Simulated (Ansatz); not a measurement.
# revPBE/cc-pVDZ run of C2F4O (trifluoroacetyl fluoride)

What is the energy change on altering one bond length of C2F4O (trifluoroacetyl fluoride) at revPBE/cc-pVDZ? 

Program for the calculation: Ansatz 0.2.0.

51 further runs of the same task are left out: 51 set aside as unsound or not needed.

### Step 1. Starting point

C2F4O: 7 atoms, total charge 0, spin state singlet. SMILES: `O=C(F)C(F)(F)F`. The shape is that of a PBE0-D4/def2-TZVP optimisation.

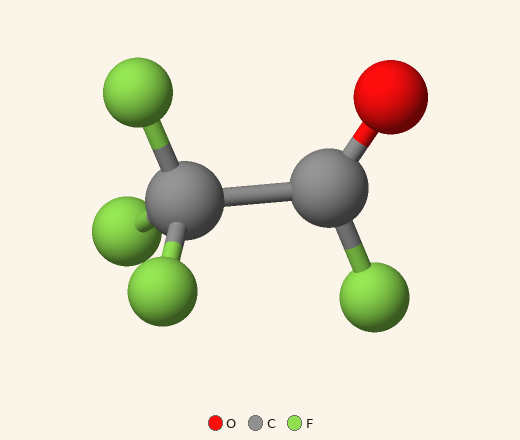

The structure, seen from a chosen angle (oxygen red, carbon grey, fluorine green).

### Step 2. A single-point energy at revPBE/cc-pVDZ

Input file molecule.yaml:

```yaml
crystal:
  periodic: [false, false, false]
  atoms:
    - symbol: O
      position_ang: [1.061180, -1.396170, 0.701140]
    - symbol: C
      position_ang: [0.088980, -0.798110, 0.435150]
    - symbol: F
      position_ang: [-1.136840, -1.201010, 0.739860]
    - symbol: C
      position_ang: [0.018150, 0.551850, -0.306440]
    - symbol: F
      position_ang: [-0.697880, 0.418270, -1.418740]
    - symbol: F
      position_ang: [-0.564330, 1.461580, 0.468830]
    - symbol: F
      position_ang: [1.230750, 0.963590, -0.619810]
basis:
  gaussian: {orbitals: cc-pVDZ}
hamiltonian: {xc: {name: revPBE}}
accuracy: high
output: {orbitals: {seedname: orbitals}}
```

Started as:

```console
$ ansatz run molecule.yaml --threads 1 --pin off --max-ram 3480MiB --events-out events.jsonl --progress --plain --runs-dir runs
```

Output:

```text
Warning: RAYON_NUM_THREADS=1 ignored (pool sized by the plan → 1); use --threads N
Functional definition: revPBE
  name "revPBE"
  parameter kappa = 1.245
  parameter beta = 0.06672455060314922
  exchange = pbe_x(kappa = kappa, mu = beta*pi^2/3)
  correlation = pbe_c(beta = beta)
2166 factors; integrals over basis functions are off by at most 2.9e-9 eV
mean field evaluation 1: about -14979.5334 eV, gradient 5.5e1 eV
mean field evaluation 2: about -14954.7611 eV, gradient 1.3e2 eV
mean field evaluation 4: about -14984.0747 eV, gradient 8.7e0 eV
mean field evaluation 8: about -14984.1938 eV, gradient 8.2e-1 eV
mean field evaluation 16: about -14984.1949 eV, gradient 2.5e-5 eV
mean field -14984.19488814 eV, -550.6590054869 hartree, gradient 1.4e-8 eV, S^2 0.000000; 0 other end points of the search recorded, 0 dependent functions left out
reference -14984.19489001 eV, -550.6590055557 hartree; 28, 28 occupied and 70, 70 virtual orbitals, 2166 factors
Total energy: -14984.19489001 eV, -550.6590055557 hartree
```

Run time: 6 s. Hardware: 1 thread of Arm Neoverse V2, shared host; peak memory 0.26 GiB.

### Step 3. The distorted shape, same level

Input file molecule.yaml:

```yaml
crystal:
  periodic: [false, false, false]
  atoms:
    - {symbol: O, position_ang: [0.697396, -1.519693, 0.795152]}
    - {symbol: C, position_ang: [-0.274804, -0.921633, 0.529162]}
    - {symbol: F, position_ang: [-1.500624, -1.324533, 0.833872]}
    - {symbol: C, position_ang: [-0.345634, 0.428327, -0.212428]}
    - {symbol: F, position_ang: [-1.061664, 0.294747, -1.324728]}
    - {symbol: F, position_ang: [-0.928114, 1.338057, 0.562842]}
    - {symbol: F, position_ang: [1.230750, 0.963590, -0.619810]}
basis:
  gaussian:
    orbitals: cc-pVDZ
accuracy: high
output:
  orbitals: {seedname: orbitals}
hamiltonian:
  xc: {name: revPBE}
```

Started as:

```console
$ ansatz run molecule.yaml --threads 1 --pin off --max-ram 3480MiB --events-out events.jsonl --progress --plain --runs-dir runs
```

Output:

```text
Warning: RAYON_NUM_THREADS=1 ignored (pool sized by the plan → 1); use --threads N
[... 6 set-up lines as earlier in the session ...]
2153 factors; integrals over basis functions are off by at most 2.7e-9 eV
mean field evaluation 1: about -14977.4450 eV, gradient 5.8e1 eV
mean field evaluation 2: about -14929.6737 eV, gradient 1.7e2 eV
mean field evaluation 4: about -14982.7631 eV, gradient 1.3e1 eV
mean field evaluation 8: about -14983.0507 eV, gradient 4.2e-1 eV
mean field evaluation 16: about -14983.0461 eV, gradient 6.9e-5 eV
mean field -14983.04613553 eV, -550.6167896072 hartree, gradient 5.3e-8 eV, S^2 0.000000; 0 other end points of the search recorded, 0 dependent functions left out
reference -14983.04613742 eV, -550.6167896766 hartree; 28, 28 occupied and 70, 70 virtual orbitals, 2153 factors
Total energy: -14983.04613742 eV, -550.6167896766 hartree
```

Wall time 5.7 s (1 thread of Arm Neoverse V2, shared host); peak memory 0.26 GiB.

### Step 4. What came out

At revPBE/cc-pVDZ:

| quantity | value |
| --- | --- |
| first shape: total energy | -550.65901 Eh |
| first shape: HOMO energy | -7.69 eV |
| first shape: LUMO energy | -2.32 eV |
| first shape: HOMO–LUMO gap | 5.38 eV |
| distorted shape: total energy | -550.61679 Eh |
| distorted shape: HOMO energy | -7.98 eV |
| distorted shape: LUMO energy | -2.70 eV |
| distorted shape: HOMO–LUMO gap | 5.28 eV |
| energy change with the C4–F7 bond stretched from 1.318 to 1.714 Å | 1.149 eV |

**Reading.** With the C4–F7 bond stretched from 1.318 to 1.714 Å the energy rises by 1.15 eV (26 kcal/mol). The first shape isn't relaxed at this level, so the change isn't measured from a minimum.
